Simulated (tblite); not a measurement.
**Geometry relaxation of C5H12O2Si2 (part 2 of 2)**

The same run, continued: C5H12O2Si2; GFN2-xTB geometry optimisation, gas phase (tblite 0.8.0). It belongs to a series of runs on one base structure; here: C replaced by Si.

Geometry of the input (Å):
```
C  1.7234  -1.7640  0.1329
C  1.3301  -0.3286  0.0930
Si 2.5932  1.0187  0.1114
C  0.0460  0.0660  0.0600
C  -0.2736  1.5113  0.0458
Si -1.3484  -1.1225  0.0547
O  -2.6162  -0.4030  0.9980
C  -3.6287  0.2432  0.3135
O  -3.6664  0.3199  -0.9455
H  2.6894  -1.8595  0.6929
H  1.0099  -2.4226  0.6555
H  1.9348  -2.1539  -0.9002
H  3.9498  0.4973  0.1423
H  2.4193  1.9026  -1.0790
H  2.3099  1.9232  1.2703
H  -0.8362  1.7085  0.9996
H  0.6188  2.1522  0.0065
H  -0.9805  1.7561  -0.8059
H  -1.0667  -2.4174  0.6723
H  -1.7924  -1.2946  -1.3129
H  -4.4244  0.6843  0.9490
```

### Trajectory as extended XYZ, continued
```
21
Properties=species:S:1:pos:R:3:forces:R:3 step=55 energy=-773.83861
C     1.7617   -1.6706    0.0324    0.0180  -0.0040  -0.0030
C     1.3050   -0.2440    0.0777    0.0010   0.0050   0.0100
Si    2.7096    1.0308    0.0875    0.0440   0.0120   0.0050
C     0.0066    0.0836    0.1110   -0.0160  -0.0470   0.0030
C    -0.4560    1.5145    0.1008   -0.0220  -0.0140  -0.0040
Si   -1.3731   -1.2102    0.1448   -0.0200  -0.0870   0.0070
O    -2.7650   -0.5514    0.8138   -0.0090   0.0160  -0.0140
C    -3.5771    0.2753    0.2189    0.0280   0.0150  -0.0060
O    -3.4406    0.7305   -0.8782   -0.0390  -0.0160  -0.0050
H     2.5518   -1.8366    0.7622    0.0140  -0.0230   0.0090
H     0.9533   -2.3703    0.2221   -0.0080   0.0070  -0.0050
H     2.1733   -1.8914   -0.9521    0.0330   0.0180  -0.0090
H     3.9802    0.3002    0.1339   -0.0110   0.0070  -0.0250
H     2.6802    1.8620   -1.1196    0.0080  -0.0080   0.0040
H     2.6315    1.8772    1.2832   -0.0100   0.0000  -0.0150
H    -1.0060    1.7415    1.0146    0.0080   0.0070   0.0200
H     0.3749    2.2099    0.0103    0.0060  -0.0090   0.0310
H    -1.1359    1.6772   -0.7341   -0.0250   0.0080  -0.0150
H    -1.2482   -2.2812    1.1341   -0.0030   0.0530   0.0070
H    -1.6960   -1.7458   -1.1787    0.0080   0.0500   0.0160
H    -4.4392    0.5158    0.8698   -0.0040   0.0110  -0.0130
21
Properties=species:S:1:pos:R:3:forces:R:3 step=60 energy=-773.84180
C     1.7698   -1.6706    0.0220   -0.0060   0.0030   0.0080
C     1.3100   -0.2440    0.0769   -0.0080  -0.0070   0.0040
Si    2.7168    1.0325    0.0850   -0.0440  -0.0080  -0.0140
C     0.0083    0.0731    0.1178    0.0040   0.0250  -0.0030
C    -0.4643    1.5029    0.1085    0.0190  -0.0020   0.0160
Si   -1.3735   -1.2207    0.1598   -0.0020   0.0800  -0.0020
O    -2.7643   -0.5388    0.8080    0.0060  -0.0010  -0.0100
C    -3.5743    0.2858    0.2084   -0.0460  -0.0130  -0.0060
O    -3.4372    0.7453   -0.8866   -0.0060  -0.0180  -0.0100
H     2.5390   -1.8529    0.7711   -0.0020  -0.0010  -0.0060
H     0.9502   -2.3657    0.1823    0.0200  -0.0160  -0.0190
H     2.2076   -1.8791   -0.9550    0.0080   0.0260   0.0270
H     3.9843    0.2977    0.1219   -0.0010   0.0110  -0.0090
H     2.6813    1.8679   -1.1182    0.0100  -0.0090  -0.0200
H     2.6350    1.8878    1.2732    0.0040  -0.0130   0.0110
H    -1.0129    1.7328    1.0230   -0.0030  -0.0350   0.0080
H     0.3656    2.2006    0.0238    0.0030  -0.0090  -0.0050
H    -1.1454    1.6664   -0.7270    0.0200  -0.0120   0.0200
H    -1.2640   -2.2663    1.1706    0.0150  -0.0270   0.0410
H    -1.6943   -1.7506   -1.1628   -0.0010  -0.0070  -0.0280
H    -4.4467    0.5129    0.8515    0.0130   0.0310  -0.0030
21
Properties=species:S:1:pos:R:3:forces:R:3 step=65 energy=-773.84448
C     1.7726   -1.6741    0.0128    0.0090  -0.0010  -0.0030
C     1.3091   -0.2503    0.0752    0.0070  -0.0030   0.0050
Si    2.7058    1.0337    0.0757    0.0250   0.0100  -0.0020
C     0.0089    0.0680    0.1236    0.0040  -0.0160   0.0190
C    -0.4602    1.4959    0.1224   -0.0070   0.0110   0.0040
Si   -1.3768   -1.2169    0.1808    0.0030  -0.0710   0.0010
O    -2.7713   -0.5281    0.8108   -0.0350  -0.0040   0.0070
C    -3.5762    0.2900    0.1937    0.0310   0.0070   0.0230
O    -3.4189    0.7472   -0.8990   -0.0210  -0.0180  -0.0550
H     2.5164   -1.8722    0.7832   -0.0150   0.0170   0.0230
H     0.9499   -2.3745    0.1264    0.0090  -0.0160  -0.0070
H     2.2499   -1.8582   -0.9489    0.0120  -0.0030  -0.0250
H     3.9800    0.3101    0.1040   -0.0030   0.0030   0.0040
H     2.6720    1.8693   -1.1274   -0.0080  -0.0060  -0.0210
H     2.6196    1.8868    1.2657    0.0140  -0.0160   0.0030
H    -1.0119    1.7149    1.0372    0.0080   0.0110   0.0100
H     0.3712    2.1906    0.0391   -0.0020   0.0290   0.0190
H    -1.1389    1.6622   -0.7135   -0.0050   0.0090   0.0010
H    -1.2569   -2.2481    1.2144   -0.0170   0.0570  -0.0620
H    -1.6968   -1.7522   -1.1434    0.0090  -0.0130   0.0390
H    -4.4564    0.5230    0.8216   -0.0170   0.0120   0.0180
21
Properties=species:S:1:pos:R:3:forces:R:3 step=70 energy=-773.84699
C     1.7817   -1.6751    0.0025   -0.0030   0.0160  -0.0070
C     1.3127   -0.2533    0.0761   -0.0100   0.0170  -0.0150
Si    2.7061    1.0372    0.0647    0.0130  -0.0160   0.0020
C     0.0123    0.0616    0.1369   -0.0110   0.0170  -0.0140
C    -0.4621    1.4887    0.1399   -0.0010   0.0090   0.0100
Si   -1.3799   -1.2185    0.1939   -0.0140   0.0470  -0.0110
O    -2.7810   -0.5185    0.8032    0.0180   0.0060  -0.0050
C    -3.5806    0.2985    0.1784   -0.0170  -0.0150  -0.0060
O    -3.4248    0.7415   -0.9210   -0.0110  -0.0210   0.0010
H     2.4947   -1.8838    0.7986    0.0090   0.0090   0.0050
H     0.9599   -2.3823    0.0731   -0.0210  -0.0010   0.0000
H     2.2929   -1.8370   -0.9460    0.0260  -0.0120   0.0040
H     3.9822    0.3185    0.0909    0.0130  -0.0170  -0.0030
H     2.6715    1.8668   -1.1443   -0.0250  -0.0140   0.0170
H     2.6305    1.8817    1.2615   -0.0010   0.0040  -0.0140
H    -1.0155    1.7004    1.0552   -0.0050   0.0160   0.0060
H     0.3623    2.1931    0.0605    0.0080  -0.0040   0.0140
H    -1.1402    1.6516   -0.6975   -0.0050   0.0190   0.0140
H    -1.2753   -2.2240    1.2441    0.0140  -0.0530   0.0240
H    -1.6949   -1.7688   -1.1220    0.0070  -0.0290  -0.0120
H    -4.4614    0.5386    0.8055    0.0160   0.0220  -0.0100
21
Properties=species:S:1:pos:R:3:forces:R:3 step=75 energy=-773.84966
C     1.7872   -1.6744    0.0033   -0.0040  -0.0100   0.0110
C     1.3130   -0.2534    0.0739   -0.0120  -0.0120  -0.0050
Si    2.7118    1.0308    0.0615   -0.0200  -0.0040  -0.0030
C     0.0129    0.0638    0.1386   -0.0110  -0.0030  -0.0060
C    -0.4599    1.4916    0.1534    0.0020   0.0140   0.0070
Si   -1.3851   -1.2104    0.1880    0.0180  -0.0610   0.0140
O    -2.7818   -0.5052    0.8002    0.0110   0.0100   0.0020
C    -3.5945    0.2956    0.1704    0.0250   0.0100  -0.0070
O    -3.4680    0.6948   -0.9492   -0.0030  -0.0130  -0.0120
H     2.4971   -1.8733    0.8063   -0.0210  -0.0030  -0.0140
H     0.9690   -2.3881    0.0731    0.0150   0.0400  -0.0160
H     2.3112   -1.8378   -0.9394   -0.0220   0.0000   0.0320
H     3.9918    0.3172    0.0808   -0.0110  -0.0070   0.0000
H     2.6544    1.8533   -1.1500    0.0020   0.0080   0.0000
H     2.6327    1.8782    1.2557    0.0180   0.0050  -0.0060
H    -1.0129    1.6996    1.0700   -0.0040  -0.0040   0.0090
H     0.3672    2.1930    0.0821    0.0040   0.0130  -0.0050
H    -1.1384    1.6627   -0.6824    0.0060   0.0220   0.0090
H    -1.2762   -2.2282    1.2313   -0.0070   0.0090  -0.0110
H    -1.6897   -1.7685   -1.1282   -0.0030  -0.0020   0.0030
H    -4.4507    0.5756    0.8146    0.0160  -0.0130  -0.0010
21
Properties=species:S:1:pos:R:3:forces:R:3 step=80 energy=-773.85135
C     1.7881   -1.6734   -0.0103   -0.0140   0.0090  -0.0070
C     1.3084   -0.2555    0.0658    0.0070   0.0220   0.0060
Si    2.7050    1.0288    0.0494    0.0170   0.0210   0.0020
C     0.0090    0.0617    0.1444    0.0020   0.0060   0.0020
C    -0.4602    1.4920    0.1735   -0.0060  -0.0040  -0.0040
Si   -1.3844   -1.2193    0.2090   -0.0040   0.0250  -0.0110
O    -2.7825   -0.4951    0.7990    0.0080   0.0020  -0.0140
C    -3.5867    0.3011    0.1522   -0.0010  -0.0050  -0.0380
O    -3.4493    0.6898   -0.9704    0.0090  -0.0310   0.0390
H     2.4588   -1.8873    0.8213   -0.0270  -0.0080   0.0130
H     0.9674   -2.3850    0.0031   -0.0210  -0.0170   0.0150
H     2.3587   -1.8202   -0.9271   -0.0090   0.0060  -0.0090
H     3.9881    0.3205    0.0671   -0.0150  -0.0160  -0.0120
H     2.6399    1.8529   -1.1600    0.0050   0.0090  -0.0100
H     2.6388    1.8760    1.2436    0.0040   0.0140   0.0080
H    -1.0140    1.6930    1.0913    0.0050  -0.0110   0.0050
H     0.3656    2.1962    0.1063    0.0120  -0.0240   0.0130
H    -1.1365    1.6741   -0.6612   -0.0160   0.0050  -0.0010
H    -1.2814   -2.2162    1.2719    0.0010   0.0040  -0.0040
H    -1.6892   -1.8015   -1.0974    0.0060   0.0010   0.0120
H    -4.4526    0.5846    0.7828    0.0380  -0.0070  -0.0030
21
Properties=species:S:1:pos:R:3:forces:R:3 step=85 energy=-773.85324
C     1.7803   -1.6685   -0.0159   -0.0070  -0.0010   0.0170
C     1.3031   -0.2496    0.0620    0.0010  -0.0050  -0.0020
Si    2.7038    1.0308    0.0416   -0.0050   0.0020  -0.0050
C     0.0041    0.0665    0.1454    0.0050   0.0000  -0.0120
C    -0.4618    1.4969    0.1894    0.0000  -0.0040   0.0090
Si   -1.3807   -1.2210    0.2138    0.0090   0.0040  -0.0080
O    -2.7760   -0.4904    0.7934    0.0050  -0.0170   0.0220
C    -3.5799    0.2955    0.1349    0.0110  -0.0230   0.0520
O    -3.4519    0.6541   -0.9972    0.0070   0.0050  -0.0540
H     2.4223   -1.8889    0.8362    0.0110  -0.0120   0.0100
H     0.9617   -2.3833   -0.0274   -0.0280   0.0190  -0.0100
H     2.3784   -1.8076   -0.9160   -0.0130  -0.0050   0.0010
H     3.9772    0.3055    0.0499   -0.0010   0.0040  -0.0090
H     2.6292    1.8512   -1.1703    0.0160   0.0120   0.0020
H     2.6494    1.8791    1.2363    0.0100   0.0050  -0.0050
H    -1.0111    1.6875    1.1120    0.0020   0.0020   0.0070
H     0.3729    2.1911    0.1319   -0.0130   0.0130   0.0050
H    -1.1395    1.6985   -0.6403    0.0090  -0.0220   0.0040
H    -1.2770   -2.2097    1.2842    0.0040   0.0050   0.0060
H    -1.6828   -1.8223   -1.0825    0.0060  -0.0040  -0.0220
H    -4.4305    0.6014    0.7730   -0.0280   0.0220  -0.0080
21
Properties=species:S:1:pos:R:3:forces:R:3 step=90 energy=-773.85433
C     1.7746   -1.6685   -0.0151   -0.0010  -0.0010  -0.0160
C     1.3041   -0.2477    0.0610    0.0000   0.0020   0.0120
Si    2.7021    1.0354    0.0360    0.0060  -0.0070  -0.0010
C     0.0054    0.0674    0.1444   -0.0030   0.0020   0.0260
C    -0.4616    1.4962    0.1993    0.0020   0.0060  -0.0020
Si   -1.3773   -1.2217    0.2143   -0.0100  -0.0140   0.0120
O    -2.7700   -0.4868    0.7970   -0.0250   0.0060  -0.0030
C    -3.5736    0.2919    0.1299   -0.0170   0.0180  -0.0520
O    -3.4474    0.6333   -1.0095    0.0100  -0.0310   0.0570
H     2.4037   -1.9002    0.8441   -0.0110  -0.0020   0.0000
H     0.9486   -2.3744   -0.0460   -0.0050   0.0080   0.0120
H     2.3827   -1.8063   -0.9081    0.0100  -0.0150  -0.0120
H     3.9709    0.3037    0.0381    0.0200   0.0030  -0.0070
H     2.6292    1.8594   -1.1738    0.0050   0.0030   0.0030
H     2.6577    1.8860    1.2297    0.0040  -0.0030  -0.0050
H    -1.0090    1.6811    1.1244   -0.0050  -0.0050  -0.0060
H     0.3718    2.1923    0.1457   -0.0100   0.0120  -0.0030
H    -1.1390    1.6987   -0.6299   -0.0090   0.0050   0.0050
H    -1.2770   -2.2049    1.2915    0.0100   0.0100  -0.0100
H    -1.6788   -1.8301   -1.0797    0.0050   0.0090  -0.0040
H    -4.4260    0.6121    0.7610    0.0240  -0.0070  -0.0080
21
Properties=species:S:1:pos:R:3:forces:R:3 step=95 energy=-773.85498
C     1.7714   -1.6684   -0.0159   -0.0030   0.0020   0.0030
C     1.3041   -0.2465    0.0630    0.0010   0.0040  -0.0120
Si    2.7041    1.0345    0.0315    0.0090  -0.0020   0.0000
C     0.0054    0.0692    0.1504    0.0030   0.0030  -0.0060
C    -0.4611    1.4982    0.2083   -0.0080   0.0010   0.0040
Si   -1.3782   -1.2213    0.2137    0.0040   0.0140   0.0010
O    -2.7709   -0.4861    0.7982    0.0040  -0.0100  -0.0010
C    -3.5734    0.2867    0.1230    0.0090  -0.0070   0.0210
O    -3.4509    0.6048   -1.0223    0.0020   0.0070  -0.0330
H     2.3907   -1.9042    0.8495   -0.0040  -0.0040  -0.0090
H     0.9403   -2.3678   -0.0518    0.0050  -0.0110  -0.0010
H     2.3868   -1.8099   -0.9040   -0.0130   0.0010   0.0100
H     3.9748    0.3046    0.0261    0.0030   0.0050  -0.0020
H     2.6279    1.8611   -1.1766    0.0000  -0.0030   0.0040
H     2.6636    1.8869    1.2243    0.0080  -0.0060  -0.0010
H    -1.0086    1.6782    1.1339   -0.0100   0.0050   0.0060
H     0.3703    2.1968    0.1568   -0.0020   0.0000  -0.0020
H    -1.1396    1.7040   -0.6192   -0.0070  -0.0040  -0.0010
H    -1.2740   -2.2008    1.2918    0.0050  -0.0150   0.0060
H    -1.6761   -1.8292   -1.0823    0.0070   0.0170   0.0160
H    -4.4154    0.6261    0.7560   -0.0120   0.0020  -0.0040
21
Properties=species:S:1:pos:R:3:forces:R:3 step=100 energy=-773.85546
C     1.7646   -1.6678   -0.0213   -0.0030  -0.0020   0.0010
C     1.3022   -0.2439    0.0586    0.0010   0.0010   0.0080
Si    2.7062    1.0333    0.0268   -0.0010   0.0010  -0.0030
C     0.0043    0.0730    0.1543   -0.0010   0.0040   0.0000
C    -0.4659    1.5006    0.2154    0.0020   0.0020  -0.0010
Si   -1.3751   -1.2210    0.2255    0.0040  -0.0050   0.0100
O    -2.7750   -0.4920    0.8000   -0.0010   0.0100   0.0000
C    -3.5670    0.2840    0.1160   -0.0040   0.0060  -0.0150
O    -3.4299    0.6027   -1.0283    0.0010  -0.0090   0.0170
H     2.3689   -1.9127    0.8520    0.0050   0.0070  -0.0020
H     0.9324   -2.3653   -0.0732    0.0030   0.0040  -0.0040
H     2.3927   -1.8069   -0.9003   -0.0050  -0.0020   0.0000
H     3.9769    0.3039    0.0168    0.0020  -0.0060  -0.0030
H     2.6300    1.8650   -1.1773   -0.0050  -0.0020  -0.0070
H     2.6732    1.8851    1.2197   -0.0010  -0.0070   0.0080
H    -1.0141    1.6777    1.1416    0.0020   0.0060  -0.0040
H     0.3636    2.2016    0.1628    0.0000  -0.0010   0.0070
H    -1.1454    1.7053   -0.6118   -0.0040  -0.0060   0.0040
H    -1.2662   -2.1981    1.3066   -0.0020   0.0050  -0.0030
H    -1.6688   -1.8339   -1.0677    0.0020   0.0010  -0.0070
H    -4.4166    0.6263    0.7380    0.0030  -0.0080  -0.0070
21
Properties=species:S:1:pos:R:3:forces:R:3 step=105 energy=-773.85558
C     1.7639   -1.6682   -0.0223    0.0030   0.0080  -0.0010
C     1.3026   -0.2439    0.0594    0.0000   0.0030  -0.0040
Si    2.7064    1.0334    0.0236    0.0010  -0.0010   0.0030
C     0.0050    0.0736    0.1573    0.0000  -0.0020   0.0060
C    -0.4656    1.5010    0.2200   -0.0010   0.0000   0.0040
Si   -1.3744   -1.2201    0.2295   -0.0030   0.0030  -0.0080
O    -2.7741   -0.4878    0.8010    0.0040   0.0000   0.0040
C    -3.5664    0.2830    0.1114    0.0030  -0.0010   0.0040
O    -3.4286    0.5938   -1.0346    0.0020   0.0000  -0.0090
H     2.3635   -1.9146    0.8537    0.0020  -0.0020   0.0010
H     0.9318   -2.3646   -0.0821   -0.0060  -0.0020   0.0090
H     2.3966   -1.8064   -0.8979    0.0030   0.0050  -0.0060
H     3.9782    0.3052    0.0108   -0.0050  -0.0020  -0.0050
H     2.6254    1.8644   -1.1811   -0.0030  -0.0030   0.0020
H     2.6741    1.8819    1.2194    0.0020  -0.0040  -0.0010
H    -1.0141    1.6778    1.1459   -0.0010  -0.0010   0.0050
H     0.3635    2.2025    0.1697    0.0000   0.0010  -0.0060
H    -1.1463    1.7050   -0.6064    0.0060   0.0020  -0.0020
H    -1.2669   -2.1959    1.3113   -0.0030   0.0000   0.0020
H    -1.6678   -1.8322   -1.0648    0.0040   0.0010   0.0040
H    -4.4159    0.6290    0.7308   -0.0070  -0.0040  -0.0020
21
Properties=species:S:1:pos:R:3:forces:R:3 step=110 energy=-773.85572
C     1.7622   -1.6661   -0.0223   -0.0020  -0.0050   0.0030
C     1.3019   -0.2419    0.0598   -0.0010  -0.0020   0.0040
Si    2.7077    1.0322    0.0238   -0.0030  -0.0010  -0.0020
C     0.0046    0.0757    0.1602    0.0000   0.0020  -0.0040
C    -0.4667    1.5029    0.2208    0.0020   0.0000   0.0000
Si   -1.3735   -1.2189    0.2303    0.0020   0.0040   0.0080
O    -2.7730   -0.4873    0.8034   -0.0040  -0.0020  -0.0070
C    -3.5650    0.2810    0.1109   -0.0030  -0.0020  -0.0020
O    -3.4230    0.5930   -1.0344    0.0000  -0.0010   0.0000
H     2.3656   -1.9120    0.8513    0.0070   0.0000  -0.0020
H     0.9292   -2.3623   -0.0758    0.0020  -0.0010   0.0000
H     2.3904   -1.8052   -0.9012   -0.0010   0.0000   0.0000
H     3.9770    0.2999    0.0067    0.0000   0.0010  -0.0040
H     2.6245    1.8627   -1.1809    0.0010   0.0040   0.0040
H     2.6778    1.8764    1.2223    0.0050   0.0030  -0.0020
H    -1.0154    1.6810    1.1463    0.0030   0.0000   0.0010
H     0.3620    2.2047    0.1678   -0.0010   0.0000   0.0010
H    -1.1472    1.7040   -0.6065    0.0030   0.0050   0.0020
H    -1.2658   -2.1960    1.3110   -0.0050   0.0000   0.0010
H    -1.6628   -1.8295   -1.0651   -0.0050  -0.0010   0.0000
H    -4.4197    0.6225    0.7259    0.0000  -0.0020  -0.0030
```

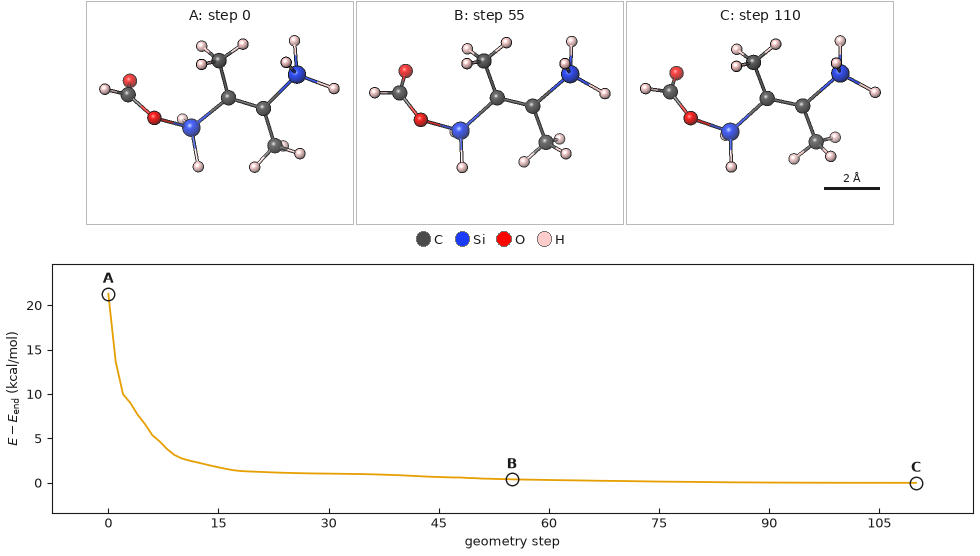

Figure 1. Frames of the relaxation (ball-and-stick view, seen at a tilt) above the curves, on which the letters mark them (steps are counted from 0).

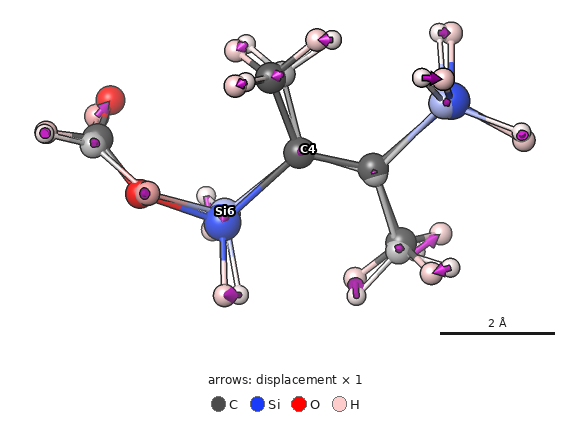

Figure 2. Start (faint) and end (solid) with the displacements as pink arrows, at true length (ball-and-stick view, seen at a tilt). The two geometries are laid on each other by the best rigid fit. The largest move after the best rigid fit is that of H11, 0.73 Å. Largest moves by element: H 0.73 Å, O 0.37 Å, C 0.26 Å, Si 0.21 Å. Distances before and after: O7–C8 1.382 → 1.303 Å, C8–O9 1.262 → 1.195 Å, C4–Si6 1.832 → 1.892 Å, Si6–O7 1.736 → 1.680 Å. Among the angles that change: O7–Si6–H19 106.2° → 95.8°, Si6–O7–C8 117.4° → 125.6°, Si3–C2–C4 116.1° → 124.0°. Over 110 geometry steps the energy falls by 21.3 kcal/mol. The largest force component goes from 4.8 to 0.008 eV/Å. (Atoms are counted from 1 in the order of the input.)
